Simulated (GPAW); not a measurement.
Consider GeF2 (P2_12_12_1).

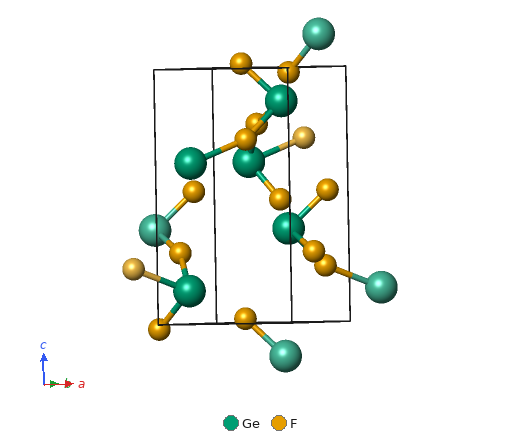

The structure (germanium teal, fluorine orange). Some periodic images of atoms are drawn too.

```cif
data_structure
_symmetry_space_group_name_H-M 'P 1'
_symmetry_Int_Tables_number 1
_cell_length_a 4.6820
_cell_length_b 5.1580
_cell_length_c 8.3120
_cell_angle_alpha 90.000
_cell_angle_beta 90.000
_cell_angle_gamma 90.000
_cell_volume 200.73
loop_
_atom_site_label
_atom_site_type_symbol
_atom_site_fract_x
_atom_site_fract_y
_atom_site_fract_z
_atom_site_occupancy
Ge1 Ge 0.76600 0.50830 0.36890 1
Ge2 Ge 0.73400 0.49170 0.86890 1
Ge3 Ge 0.26600 0.99170 0.63110 1
Ge4 Ge 0.23400 0.00830 0.13110 1
F5 F 0.93300 0.74600 0.22100 1
F6 F 0.56700 0.25400 0.72100 1
F7 F 0.43300 0.75400 0.77900 1
F8 F 0.06700 0.24600 0.27900 1
F9 F 0.02900 0.58300 0.51800 1
F10 F 0.47100 0.41700 0.01800 1
F11 F 0.52900 0.91700 0.48200 1
F12 F 0.97100 0.08300 0.98200 1
```

Absorber: atom 1, with 1 F at 1.79 Å, 1 F at 1.90 Å and 1 F at 2.09 Å (distorted pyramidal, site symmetry 1). Method: GPAW, LDA, full core hole (charged cell), 12-atom cell with 4.7 Å between holes, 4×4×2 k points, dipole transitions, Gaussian full width 1.96 eV up to 4 eV, rising linearly to 3.5 eV at 25 eV.

What does the Ge K edge look like?

Main maxima up to 30 eV above the zero (height): 0.6 eV (4.81) and 9.6 eV (0.98). A K edge sees empty p states on the absorber. 

The Ge K spectrum (energy from the lowest empty level; intensity scaled to a mean of 1 over the first 20 eV; polarised curves are means over the symmetry-equivalent atoms):

| E (eV) | isotropic | ε ∥ x | ε ∥ y | ε ∥ z |
| --- | --- | --- | --- | --- |
| -2.0 | 0.11 | 0.05 | 0.22 | 0.06 |
| -0.5 | 2.73 | 1.17 | 4.41 | 2.61 |
| 1.0 | 4.38 | 3.57 | 4.12 | 5.44 |
| 2.5 | 1.44 | 2.63 | 0.77 | 0.92 |
| 4.0 | 0.74 | 1.08 | 0.63 | 0.51 |
| 5.5 | 0.38 | 0.51 | 0.37 | 0.26 |
| 7.0 | 0.32 | 0.59 | 0.21 | 0.16 |
| 8.5 | 0.81 | 1.26 | 0.57 | 0.62 |
| 10.0 | 0.97 | 0.85 | 0.81 | 1.26 |
| 11.5 | 0.81 | 0.45 | 0.76 | 1.21 |
| 13.0 | 0.69 | 0.50 | 0.67 | 0.89 |
| 14.5 | 0.60 | 0.56 | 0.51 | 0.72 |
| 16.0 | 0.53 | 0.52 | 0.48 | 0.58 |
| 17.5 | 0.53 | 0.51 | 0.54 | 0.55 |
| 19.0 | 0.57 | 0.55 | 0.59 | 0.58 |
| 20.5 | 0.60 | 0.61 | 0.60 | 0.60 |
| 22.0 | 0.59 | 0.61 | 0.60 | 0.56 |
| 23.5 | 0.56 | 0.58 | 0.59 | 0.52 |
| 25.0 | 0.57 | 0.58 | 0.59 | 0.53 |
| 26.5 | 0.60 | 0.63 | 0.59 | 0.59 |
| 28.0 | 0.65 | 0.71 | 0.61 | 0.63 |
| 29.5 | 0.67 | 0.72 | 0.70 | 0.57 |
| 31.0 | 0.65 | 0.68 | 0.78 | 0.50 |

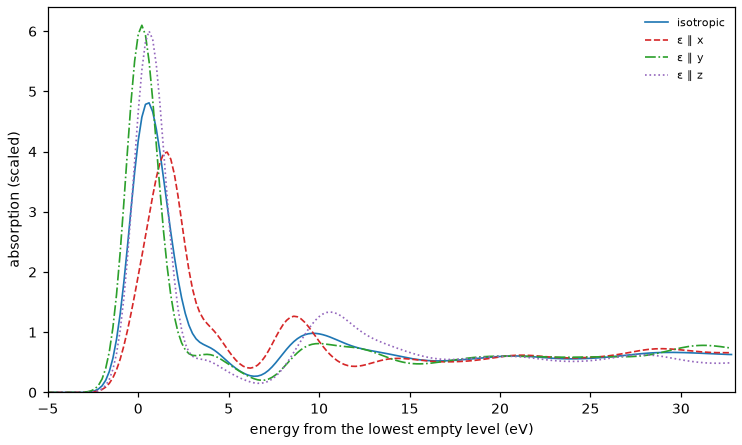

The Ge K edge.

The script folds with a Gaussian, whereas the core hole's own line is a Lorentzian, so the onset is too steep and the first peak too high. The holes are only 4.7 Å apart, so the shape is probably not converged with cell size; no larger cell was run here. The mesh is coarse (0.38 Å⁻¹ between points), so small maxima may be mesh ripples. Lifetime broadening is put in by hand, and intensities beyond about 20 eV depend on it and on the partial waves; weight that the partial waves miss at high energy is lost. The structure is a published determination, not relaxed.

[Banner, clock and machine lines of the logs are left out without a mark of their own.]

[Logs are printed without paths, hosts, clocks, repeated set-up lines and the standing remarks that a program may print on its own settings, such as how far it seeks lower states.]

[Hosts, paths, dates, database ids (printed as entryN), source tags and the programs' standing remarks are cut or masked in the printed files.]

[Lists of maxima count a maximum above −3 eV only where it reaches 4 % of the highest in the window and stands out from its surroundings by 2 % of it (1.5 % where it reaches 55 %); shoulders and weaker maxima are passed over, and of the rest the first, up to two pre-edge ones and the few strongest are named.]
